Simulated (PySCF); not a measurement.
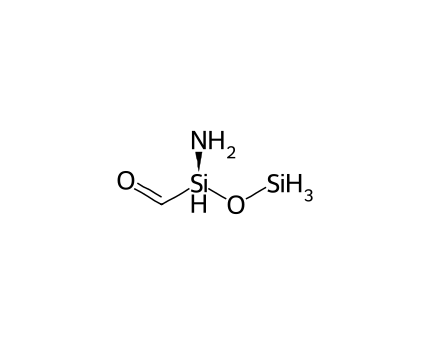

Computed geometry: PBE0-D3(BJ)/def2-SVP optimisation. No frequency run is at hand to confirm it as a minimum. Method: PBE0-D3(BJ)/def2-SVP, gas phase (PySCF 2.14.0).

Computed properties:

The species is CH7NO2Si2 (`N[Si@H](C=O)O[SiH3]`).
- rotational constants: 3.696, 1.333, 1.219 GHz
